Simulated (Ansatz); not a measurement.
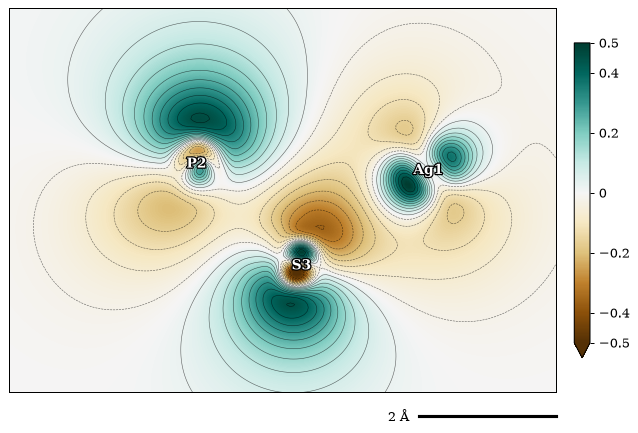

Figure. AgH$_{2}$PS. The HOMO on the plane of atoms Ag1, S3 and P2 (values in Å⁻³ᐟ²; the overall sign is arbitrary).

Geometry: r2SCAN-D4/def2-SVP; core potentials replace the inner electrons of Ag.

Method: Ansatz, isolated molecule in a Gaussian basis; Kohn-Sham density functional theory, functional PBE0.

Input

```
crystal:
  periodic: [false, false, false]
  atoms:
    - {symbol: Ag, position_ang: [-3.403737, 1.266927, -1.250744]}
    - {symbol: P, position_ang: [-1.746698, 1.499471, 1.709354]}
    - {symbol: S, position_ang: [-1.918332, 0.092219, 0.107166]}
    - {symbol: H, position_ang: [-0.319066, 1.486768, 1.835509]}
    - {symbol: H, position_ang: [-1.912288, 0.583576, 2.799264]}
basis:
  gaussian:
    orbitals: def2-TZVPD
hamiltonian:
  xc: {name: PBE0}
output: {forces: true, orbitals: {seedname: orbitals}}
```

Run with:

```sh
ansatz run input.yaml --threads 1 --pin off --max-ram 2610MiB --events-out events.jsonl --progress --plain --runs-dir runs
```

Question: What is the character of this orbital?

Answer: Its weight (Hirshfeld) is mainly on P2 (about 40 %), S3 (about 35 %) and Ag1 (about 20 %). Its energy is −6.32 eV.
